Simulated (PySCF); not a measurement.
PF3···CH2O (SMILES FP(F)F.C=O)

```yaml
atoms:
  - { symbol: F, position_ang: [0.8929, 1.1862, 0.1041] }
  - { symbol: P, position_ang: [-0.0978, 0.0032, 0.5846] }
  - { symbol: F, position_ang: [-0.5706, -0.4226, -0.9015] }
  - { symbol: F, position_ang: [1.0361, -1.1382, 0.7251] }
  - { symbol: C, position_ang: [2.3805, 0.8053, 2.8421] }
  - { symbol: O, position_ang: [1.1873, 0.7052, 2.9464] }
  - { symbol: H, position_ang: [3.0189, 1.0719, 3.7133] }
  - { symbol: H, position_ang: [2.8989, 0.6375, 1.8717] }
```

Geometry: PBE0-D3(BJ)/def2-SVPD.

Level of theory: wB97M-D3(BJ)/def2-SVPD, SCF density, gas phase (PySCF).

### What will maps of the electron density and electron localisation function show?

P2···O6 (2.78 Å): the density falls to about 0.12 e/Å³ on the way; the ELF dips to about 0.10 between them.
C–O (1.20 Å): the density is about 3.4 e/Å³ at the midpoint; the ELF peaks at about 0.90 between the atoms: a multiple bond.
P–F (1.62 Å): ρ is about 1.2 e/Å³ halfway; the ELF peaks at about 0.85 in the valence shell of F, 0.5 Å from its nucleus, and is about 0.65 at the midpoint.
C–H (1.11 Å): the density is about 2 e/Å³ at the midpoint; the ELF climbs to about 1 towards the hydrogen, as it does in any bond to H: a covalent bond by its length.

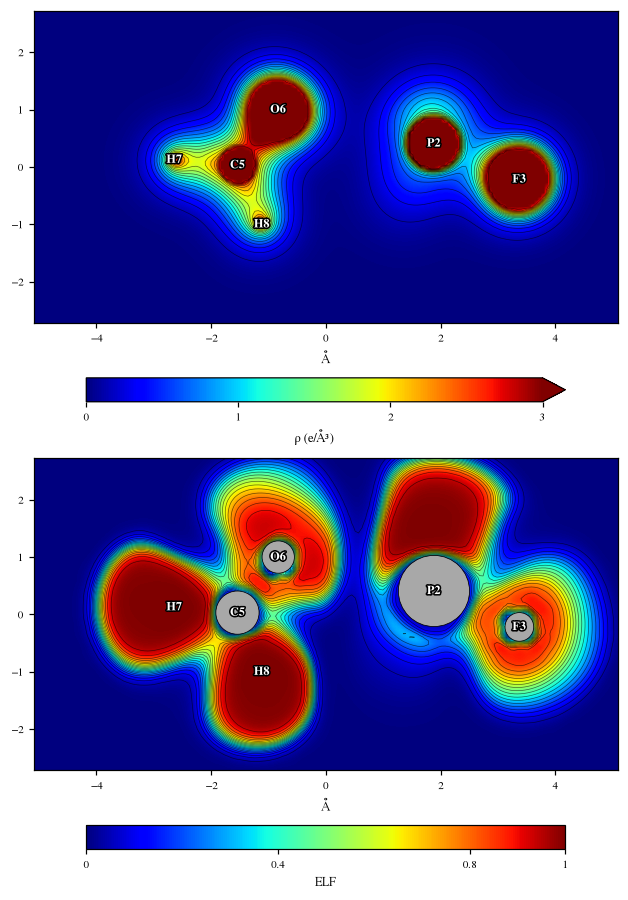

Computed electron density and electron localisation function on the plane of atoms O6, C5 and H7, in this order. Grey discs cover the atomic cores in the ELF map. 
